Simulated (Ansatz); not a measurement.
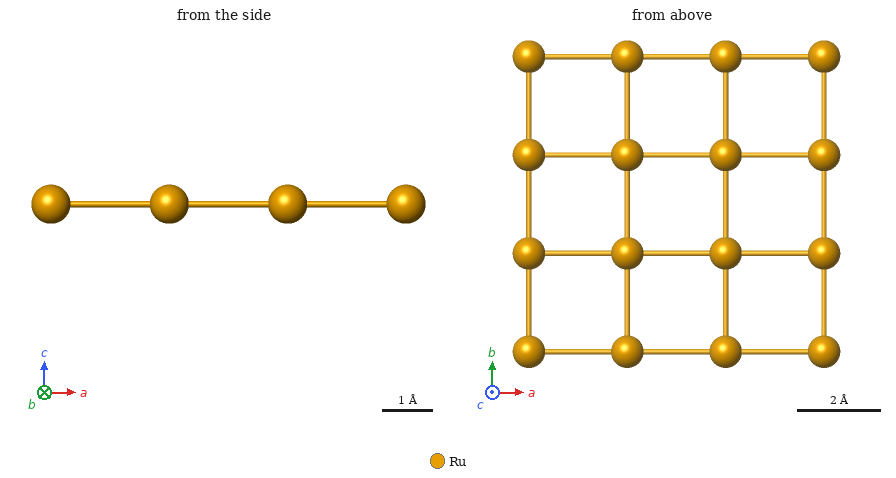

A ball-and-stick picture of a periodic sheet, seen from the side and from above. The surface normal points up in side views; the vacuum is left out. 4×4 cells are drawn in the plane, with atoms at the edges repeated.

The cell holds 1 Ru.

**What is its extent along the surface normal?**

About 0.0 Å from the lowest to the highest atom.

**How are the atoms bonded?**

About every Ru there are four Ru in a square planar arrangement at about 2.4 Å. The bonds build Ru layers parallel to the surface.

Its origin is a structure type filled with this element by a generator (whether the element takes this form wasn't checked). What is shown is the relaxed result from DFT PBE, scalar-relativistic, plane waves, PAW in Ansatz.
